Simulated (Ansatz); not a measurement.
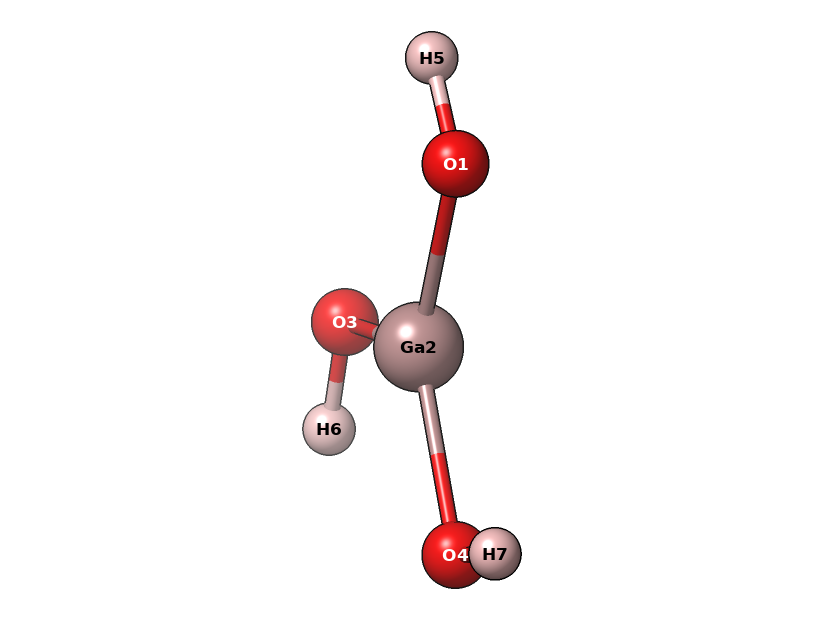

Figure made from data computed with Ansatz.

O3 lies behind Ga2. The molecule seen a little off the Ga2–O3 bond, Ga2 in front. Distant atoms are faded towards the background colour. The species has charge +1 and is a spin doublet. Geometry: the geometry of the neutral molecule.

### What is the torsion angle O1–Ga2–O3–H6? The sign is positive where the front bond must turn clockwise to cover the back bond.

180°, antiperiplanar (anti).
